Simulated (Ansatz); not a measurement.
**BH3O: molecular dynamics**

Purpose: to follow the molecule's vibrations and see whether its bonds hold. The start is relaxed first. Runs: 500 steps of 0.5 fs under a Langevin thermostat at 2000 K. SMILES of the start: BO.

Program: Ansatz 0.2.0. Level of theory: RHF/def2-TZVP. These are calculated values, not measurements.

**1. The system as given**

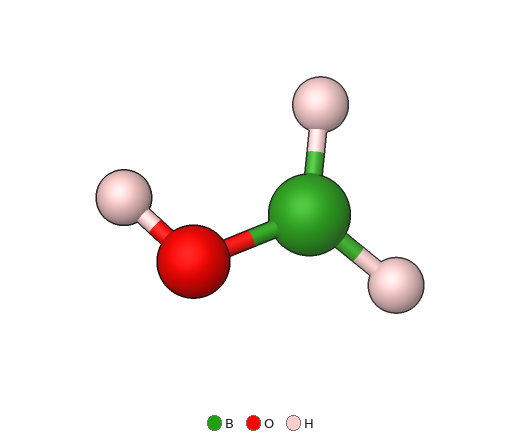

The starting structure, seen from a chosen angle (boron green, oxygen red, hydrogen pink).

As a file:

```xyz
5

B     0.0000    0.0000    0.0000
O     0.0000    0.0000    1.4100
H    -0.9095   -0.2814    1.7471
H     1.0305    0.0000   -0.5950
H    -1.0305    0.0000   -0.5950
```

**2. Relaxing the start**

File input.yaml:

```yaml
crystal:
  periodic: [false, false, false]
  atoms:
    - { symbol: B, position_ang: [0.0, 0.0, 0.0] }
    - { symbol: O, position_ang: [0.0, 0.0, 1.41] }
    - { symbol: H, position_ang: [-0.9095, -0.2814, 1.7471] }
    - { symbol: H, position_ang: [1.0305, 0.0, -0.595] }
    - { symbol: H, position_ang: [-1.0305, 0.0, -0.595] }
basis:
  gaussian: { orbitals: def2-TZVP }
hamiltonian:
  xc: hf
relax:
  f_tol: 0.02
  max_steps: 40
```

Run with:

```bash
$ ansatz run input.yaml --threads 1 --pin off --max-ram 2048MiB --backend cpu --events-out ev --progress --plain --runs-dir out
```

Standard output (excerpt; [...] marks lines left out):

```text
Warning: RAYON_NUM_THREADS=1 ignored (pool sized by the plan → 1); use --threads N
[...]
Functional definition: HF
[...]
539 factors; their error is unknown
[...]
mean field -2758.18694403 eV, -101.3615006269 hartree, gradient 2.1e-5 eV, S^2 0.000000; 0 other end points of the search recorded, 0 dependent functions left out
[...]
reference -2758.18694403 eV, -101.3615006269 hartree; 8, 8 occupied and 72, 72 virtual orbitals, 539 factors
relax step   1: F+E_penalty+E_count = -2758.18694403 eV  Δ(F+E_penalty+E_count) = +0.000e0 eV  max|allowed force component| = 2.886e0 eV/Å  Δτ_max = 0.0000 Å  (30 SCF iters, accepted)
[...]
relax step   6: F+E_penalty+E_count = -2758.45990104 eV  Δ(F+E_penalty+E_count) = -5.479e-4 eV  max|allowed force component| = 5.667e-2 eV/Å  Δτ_max = 0.0075 Å  (29 SCF iters, accepted)
[...]
relax step   7: F+E_penalty+E_count = -2758.45997195 eV  Δ(F+E_penalty+E_count) = -7.091e-5 eV  max|allowed force component| = 1.862e-3 eV/Å  Δτ_max = 0.0023 Å  (29 SCF iters, accepted)
539 factors; their error is unknown
[...]
mean field -2758.45997195 eV, -101.3715342177 hartree, gradient 1.6e-5 eV, S^2 0.000000; 1 other end points of the search recorded, 0 dependent functions left out
[...]
reference -2758.45997195 eV, -101.3715342177 hartree; 8, 8 occupied and 72, 72 virtual orbitals, 539 factors
Total energy: -2758.45997195 eV, -101.3715342177 hartree
Atom 0 at    -0.017071    -0.024838     0.010595 Å, force     0.001005     0.000135    -0.000205 eV/Å
Atom 1 at    -0.015421    -0.104963     1.349366 Å, force     0.001862     0.000148     0.000810 eV/Å
Atom 2 at    -0.866156    -0.172689     1.746688 Å, force    -0.001654    -0.000212     0.000449 eV/Å
Atom 3 at     1.034536     0.062489    -0.539316 Å, force    -0.000308    -0.000082    -0.000172 eV/Å
Atom 4 at    -1.045388    -0.041399    -0.600233 Å, force    -0.000905     0.000011    -0.000882 eV/Å
Dipole moment:    -0.322870    -0.020343     0.061275 e Å
```

Wall time 3.8 s (1 thread of Intel Xeon Platinum 8259CL at 2.50GHz (Skylake/Cascade Lake), shared host); peak memory 0.12 GiB.

Relaxation path:

| step | energy from step 1 (eV) | largest force component (eV/Å) |
| --- | --- | --- |
| 1 | 0.0000 | 2.8856 |
| 2 | -0.0292 | 3.7728 |
| 3 | -0.1279 | 2.7389 |
| 4 | -0.2266 | 1.7952 |
| 5 | -0.2724 | 0.1623 |
| 6 | -0.2730 | 0.0567 |
| 7 | -0.2730 | 0.0019 |

Step 1 is the start.

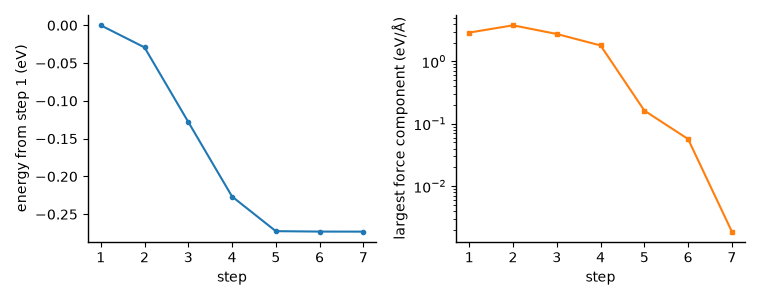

Energy and largest force along the relaxation.

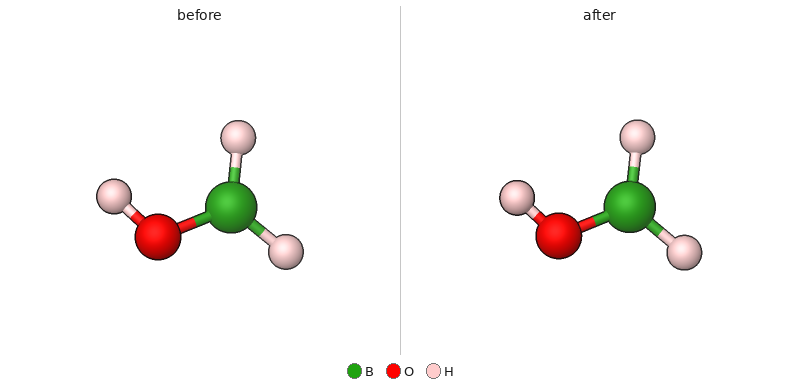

Before and after, at one scale.

After: Bond lengths: B1–O2 1.341 Å, O2–H3 0.941 Å, B1–H4 1.190 Å, B1–H5 1.196 Å. Angles: B1–O2–H3 115.1°, O2–B1–H4 117.7°, O2–B1–H5 120.7°, H4–B1–H5 121.7°.

**3. The run**

500 steps of 0.5 fs under a Langevin thermostat at 2000 K, from the relaxed start.

File input.yaml:

```yaml
crystal:
  periodic: [false, false, false]
  atoms:
    - { symbol: B, position_ang: [-0.017071, -0.024838, 0.010595] }
    - { symbol: O, position_ang: [-0.015421, -0.104963, 1.349366] }
    - { symbol: H, position_ang: [-0.866156, -0.172689, 1.746688] }
    - { symbol: H, position_ang: [1.034536, 0.062489, -0.539316] }
    - { symbol: H, position_ang: [-1.045388, -0.041399, -0.600233] }
basis:
  gaussian: { orbitals: def2-TZVP }
hamiltonian:
  xc: hf
md:
  timestep: 0.5
  n_steps: 500
  ensemble: nvt_langevin
  temperature: 2000.0
  initial_velocities: maxwell_boltzmann
  seed: 309093
  friction: 0.01
```

Run with:

```bash
$ ansatz run input.yaml --threads 1 --pin off --max-ram 2048MiB --backend cpu --events-out ev --progress --plain --runs-dir out
```

Standard output (excerpt; [...] marks lines left out):

```text
Warning: RAYON_NUM_THREADS=1 ignored (pool sized by the plan → 1); use --threads N
[...]
[... 1 set-up line as earlier in the session ...]
[...]
539 factors; their error is unknown
[...]
mean field -2758.45997195 eV, -101.3715342177 hartree, gradient 1.6e-5 eV, S^2 0.000000; 0 other end points of the search recorded, 0 dependent functions left out
[...]
reference -2758.45997195 eV, -101.3715342177 hartree; 8, 8 occupied and 72, 72 virtual orbitals, 539 factors
md step     0: t =     0.00 fs  T =  1600.0 K  F+E_penalty+E_count = -2758.45997195 eV  E_kin = 1.034080 eV  (29 SCF iters)
[...]
md step    25: t =    12.50 fs  T =  1374.0 K  F+E_penalty+E_count = -2758.12684353 eV  E_kin = 0.888022 eV  (28 SCF iters)
[...]
md step    50: t =    25.00 fs  T =  1343.3 K  F+E_penalty+E_count = -2758.05974616 eV  E_kin = 0.868171 eV  (28 SCF iters)
[...]
md step    75: t =    37.50 fs  T =   682.2 K  F+E_penalty+E_count = -2757.91098990 eV  E_kin = 0.440891 eV  (29 SCF iters)
[...]
md step   100: t =    50.00 fs  T =  1709.2 K  F+E_penalty+E_count = -2758.18090908 eV  E_kin = 1.104673 eV  (29 SCF iters)
md step   101: t =    50.50 fs  T =  1745.8 K  F+E_penalty+E_count = -2758.18693547 eV  E_kin = 1.128300 eV  (29 SCF iters)
md step   102: t =    51.00 fs  T =  1733.5 K  F+E_penalty+E_count = -2758.18216355 eV  E_kin = 1.120354 eV  (29 SCF iters)
```

**4. More of the same log: dynamics from the start**

Output, continued (excerpt; [...] marks lines left out):

```text
md step   103: t =    51.50 fs  T =  1621.4 K  F+E_penalty+E_count = -2758.16354273 eV  E_kin = 1.047934 eV  (29 SCF iters)
[...]
md step   135: t =    67.50 fs  T =  1781.4 K  F+E_penalty+E_count = -2758.14887365 eV  E_kin = 1.151308 eV  (28 SCF iters)
[...]
md step   167: t =    83.50 fs  T =  1159.4 K  F+E_penalty+E_count = -2758.10300454 eV  E_kin = 0.749307 eV  (29 SCF iters)
[...]
md step   199: t =    99.50 fs  T =  1009.0 K  F+E_penalty+E_count = -2758.03400649 eV  E_kin = 0.652101 eV  (29 SCF iters)
[...]
md step   229: t =   114.50 fs  T =   973.8 K  F+E_penalty+E_count = -2758.19610629 eV  E_kin = 0.629375 eV  (27 SCF iters)
md step   230: t =   115.00 fs  T =   922.2 K  F+E_penalty+E_count = -2758.17668011 eV  E_kin = 0.595990 eV  (27 SCF iters)
```

**5. The log goes on: dynamics from the start**

The log, continued (excerpt; [...] marks lines left out):

```text
md step   231: t =   115.50 fs  T =   796.6 K  F+E_penalty+E_count = -2758.17418092 eV  E_kin = 0.514824 eV  (28 SCF iters)
[...]
md step   257: t =   128.50 fs  T =   652.6 K  F+E_penalty+E_count = -2757.81549731 eV  E_kin = 0.421755 eV  (29 SCF iters)
[...]
md step   283: t =   141.50 fs  T =  1058.4 K  F+E_penalty+E_count = -2758.01124147 eV  E_kin = 0.684056 eV  (29 SCF iters)
[...]
md step   309: t =   154.50 fs  T =  1144.0 K  F+E_penalty+E_count = -2757.92874199 eV  E_kin = 0.739341 eV  (28 SCF iters)
[...]
md step   498: t =   249.00 fs  T =  2817.9 K  F+E_penalty+E_count = -2758.12691701 eV  E_kin = 1.821228 eV  (27 SCF iters)
md step   499: t =   249.50 fs  T =  2978.2 K  F+E_penalty+E_count = -2758.08638343 eV  E_kin = 1.924819 eV  (28 SCF iters)
[...]
md step   500: t =   250.00 fs  T =  2858.6 K  F+E_penalty+E_count = -2758.03583534 eV  E_kin = 1.847524 eV  (52 SCF iters)
Total energy: -2758.03583534 eV, -101.3559474851 hartree
Atom 0 at     0.393598    -0.366395    -0.594987 Å, force    -0.723492     0.923511     0.302936 eV/Å
Atom 1 at     1.239374    -1.378305    -0.874411 Å, force     1.013636     3.063925    -0.555460 eV/Å
Atom 2 at     0.864948    -2.176866    -0.678905 Å, force    -0.892176    -2.424157     0.470441 eV/Å
Atom 3 at     0.727178     0.917014    -0.773097 Å, force    -0.625401    -2.692756     0.319179 eV/Å
Atom 4 at    -0.730345    -0.778515    -0.139518 Å, force     1.227433     1.129476    -0.537095 eV/Å
Dipole moment:    -0.164798    -0.236825     0.077608 e Å
```

Run time: 3.2 min. Hardware: 1 thread of Intel Xeon Platinum 8259CL at 2.50GHz (Skylake/Cascade Lake), shared host; peak memory 0.12 GiB.

**6. The trajectory**

One step in 20; energies are changes from step 0:

| time (fs) | T (K) | potential energy change (meV/atom) |
| --- | --- | --- |
| 0.0 | 1600 | 0.0 |
| 10.0 | 971 | 98.4 |
| 20.0 | 1132 | 109.4 |
| 30.0 | 1127 | 89.9 |
| 40.0 | 1005 | 95.6 |
| 50.0 | 1709 | 55.8 |
| 60.0 | 1635 | 115.8 |
| 70.0 | 1848 | 99.8 |
| 80.0 | 1101 | 49.0 |
| 90.0 | 1399 | 66.6 |
| 100.0 | 1057 | 85.8 |
| 110.0 | 1036 | 76.7 |
| 120.0 | 841 | 64.2 |
| 130.0 | 1015 | 87.9 |
| 140.0 | 1090 | 87.7 |
| 150.0 | 857 | 129.7 |
| 160.0 | 1453 | 73.6 |
| 170.0 | 1303 | 135.5 |
| 180.0 | 1404 | 89.4 |
| 190.0 | 1601 | 71.3 |
| 200.0 | 1643 | 98.3 |
| 210.0 | 1964 | 65.2 |
| 220.0 | 1145 | 150.1 |
| 230.0 | 2119 | 86.0 |
| 240.0 | 2082 | 144.4 |
| 250.0 | 2859 | 84.8 |

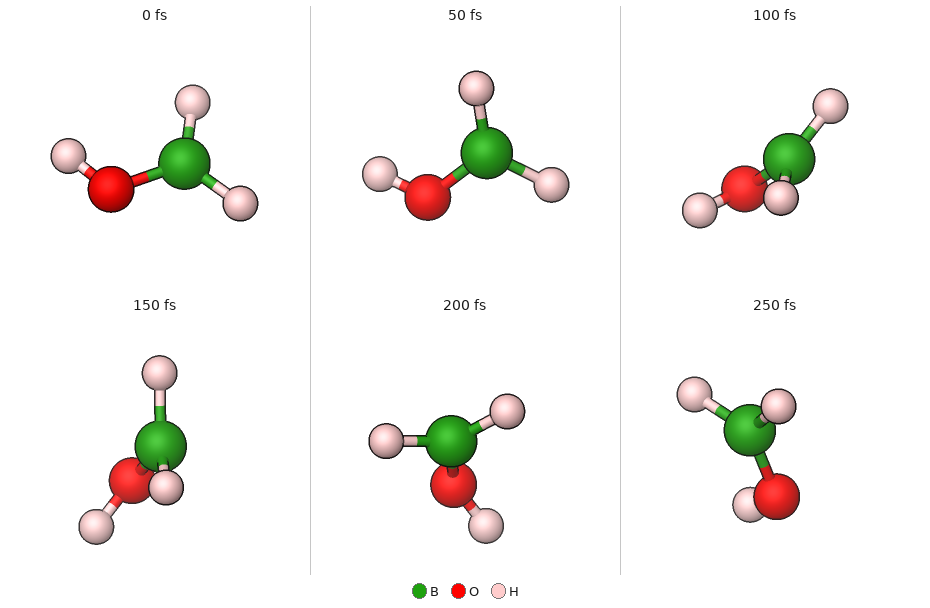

Six frames of the run, seen from a chosen angle. Sticks join atoms within a bonding distance in each frame.

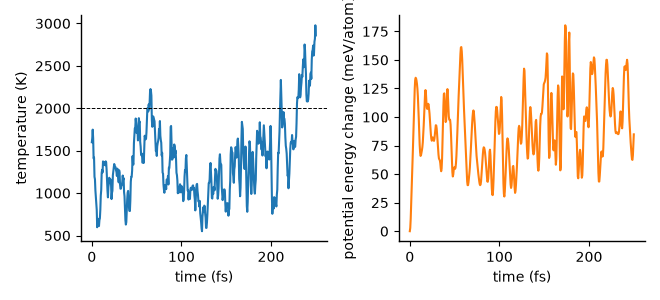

Time series of the run, each on its own scale. The dashed line is the set temperature.

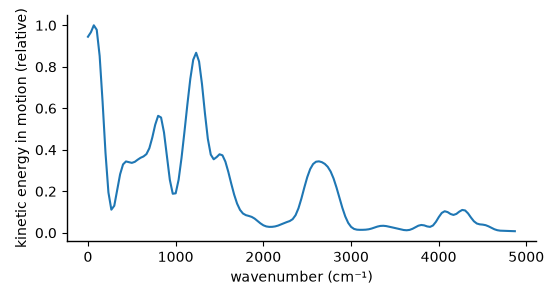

Power spectrum of the mass-weighted velocities; a run of 250 fs resolves no finer than about 270 cm⁻¹.

Maxima of the velocity power spectrum (cm⁻¹, relative height; resolution about 270 cm⁻¹): 430 (34), 800 (56), 1230 (87), 1500 (38), 2640 (34).

**7. Snapshots as a file**

Extended XYZ, with forces in eV/Å:

```xyz
5
time_fs=31.0 T=1240 dE=0.3942
B     0.022    0.151    0.060    0.696    1.019   -2.208
O     0.144   -0.509    1.234   -2.033    1.652   -0.378
H    -0.659   -0.215    1.691    1.140   -1.071    0.174
H     0.922    0.256   -0.787   -0.297   -0.681    1.081
H    -0.960    0.812   -0.385    0.495   -0.919    1.331
5
time_fs=62.5 T=2000 dE=0.3409
B     0.167    0.042    0.051   -0.728   -1.543    0.195
O     0.028   -1.003    0.972   -1.589    1.841   -0.417
H    -0.693   -0.806    1.614    1.965   -0.327   -1.080
H     0.445   -0.160   -1.125    0.389   -0.238    0.956
H    -0.153    1.145    0.330   -0.038    0.267    0.345
5
time_fs=94.0 T=1400 dE=0.2881
B     0.441   -0.261    0.051   -0.787   -1.319    0.420
O     0.130   -1.470    0.664   -0.197    1.579   -0.873
H     0.274   -1.482    1.597    0.372   -0.082   -0.238
H    -0.129   -0.039   -1.074    1.200   -0.184    1.601
H     1.193    0.452    0.715   -0.587    0.005   -0.910
5
time_fs=125.0 T=782 dE=0.4168
B     0.558   -0.462   -0.139   -0.167    1.563    0.077
O     0.382   -1.643    0.401    2.202   -3.193    0.735
H     1.230   -2.038    0.709   -2.081    0.895    0.068
H    -0.197   -0.258   -1.049    0.306    0.771    0.131
H     1.367    0.268    0.428   -0.260   -0.037   -1.012
5
time_fs=156.0 T=1524 dE=0.3304
B     0.720   -0.538   -0.079   -0.606    0.532   -0.968
O     0.585   -1.857    0.097    1.573   -0.167    2.639
H     1.225   -2.007    0.829   -1.074   -0.834   -1.765
H    -0.238    0.039   -0.490    0.177    0.261   -0.181
H     1.774   -0.019    0.131   -0.070    0.208    0.274
5
time_fs=187.5 T=1835 dE=0.2390
B     0.672   -0.404   -0.036   -0.043   -2.913   -1.303
O     0.704   -1.805   -0.149   -0.915    2.785    1.109
H     1.321   -1.989   -0.807    1.030   -0.838   -0.778
H    -0.233    0.087    0.490   -0.325    0.405    0.785
H     1.476    0.148   -0.703    0.253    0.561    0.187
5
time_fs=219.0 T=1217 dE=0.7288
B     0.527   -0.378   -0.252   -2.414    2.670    2.275
O     0.867   -1.634   -0.459   -0.082    0.432   -1.196
H     0.505   -1.599   -1.328    0.439   -2.008   -0.797
H     0.536    0.085    0.921    0.522   -0.245   -1.451
H    -0.181    0.262   -1.155    1.534   -0.849    1.169
5
time_fs=250.0 T=2859 dE=0.4241
B     0.394   -0.366   -0.595   -0.724    0.923    0.303
O     1.239   -1.378   -0.874    1.014    3.064   -0.555
H     0.865   -2.177   -0.679   -0.892   -2.424    0.470
H     0.727    0.917   -0.773   -0.625   -2.693    0.319
H    -0.730   -0.778   -0.140    1.227    1.129   -0.537
```

**8. What came out**

```
                        quantity                            value
         relaxation of the start          6 moves, 0.273 eV lower
                          length              500 steps of 0.5 fs
temperature, first and last step                  1600 and 2859 K
        temperature, second half  mean 1501 K, from 590 to 2978 K
   potential energy, second half     +102 meV/atom from the start
          bonds formed or broken                                0
```

In words: Against a set 2000 K the second half averages 1501 K, going from 782 to 2859 K over that half. The bonds all hold. A run of 250 fs with 5 atoms shows the motion but fixes no equilibrium value. The nuclei move classically, without zero-point motion, which matters most for hydrogen.
